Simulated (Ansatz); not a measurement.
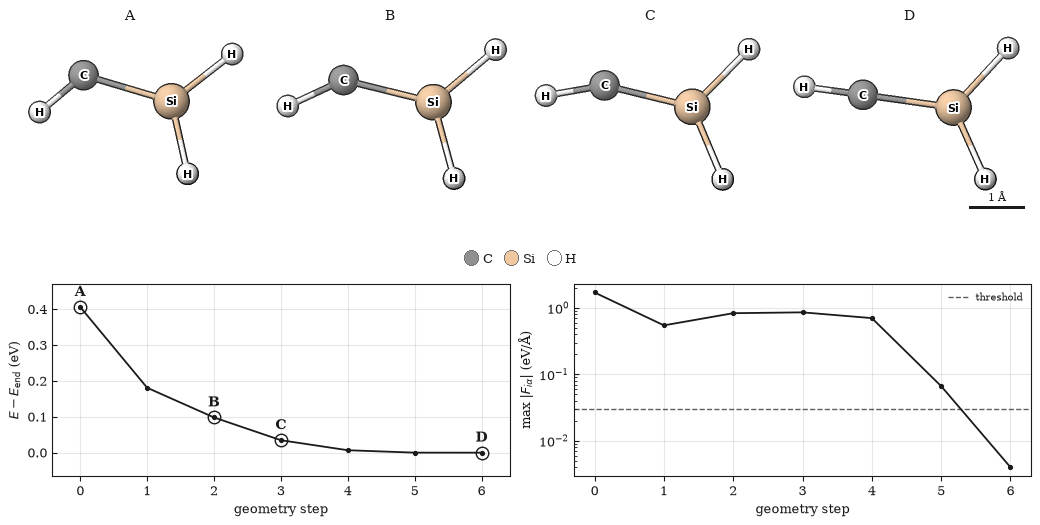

Frames of a relaxation of CH$_{3}$Si (multiplicity 2), marked on the history of the run. The picture is a ball-and-stick view, seen at a tilt.

It is one of the separated reactants of a reaction.

The calculation used UKS PBE-D4/def2-SVP in Ansatz.

Input
```yaml
crystal:
  periodic: [false, false, false]
  atoms:
    - {symbol: C, position_ang: [0.683439, 0.698241, -0.561855]}
    - {symbol: Si, position_ang: [-0.294416, -0.592700, -0.030669]}
    - {symbol: H, position_ang: [-0.960667, -0.519773, 1.221206]}
    - {symbol: H, position_ang: [-0.499050, -1.782272, -0.778628]}
    - {symbol: H, position_ang: [0.812760, 1.571770, 0.024509]}
basis:
  gaussian: {orbitals: def2-SVP}
magnetization: {spin_polarized: true, initial_magnetization: 1}
hamiltonian: {xc: pbe, dispersion: d4}
relax: {f_tol: 0.03, max_steps: 250}
```

Launched with:
```bash
ansatz run in.yaml --threads 2 --pin off --events-out ev --progress --plain --max-ram 4352MiB
```

Q: What happens along the run?

A: Over 6 geometry steps the energy falls by 0.406 eV. The largest force component goes from 1.7 to 0.004 eV/Å. The atom that moves furthest after the best rigid fit is H5 (0.56 Å). By element the largest moves are H 0.56 Å, C 0.37 Å, Si 0.12 Å. Near-neighbour distances that change, for instance: Si2–H3 1.420 → 1.498 Å, C1–H5 1.060 → 1.091 Å, C1–Si2 1.704 → 1.690 Å. Bond angles that change, for instance: Si2–C1–H5 121.5° → 179.7°, C1–Si2–H3 120.3° → 122.6°. Cost: 5.5 s on 2 threads of Arm Neoverse V2 (shared host). From step 0 to 2: H5 moves most (0.25 Å), energy −0.308 eV. From step 2 to 3: H5 moves most (0.20 Å), energy −0.063 eV. From step 3 to 6: C1 moves most (0.18 Å), energy −0.035 eV.

```csv
step,"E − E(0), eV","largest force component, eV/Å"
0,0.0000,1.7122
1,-0.2251,0.5477
2,-0.3080,0.8352
3,-0.3714,0.8600
4,-0.3994,0.7043
5,-0.4061,0.0667
6,-0.4062,0.0040
```
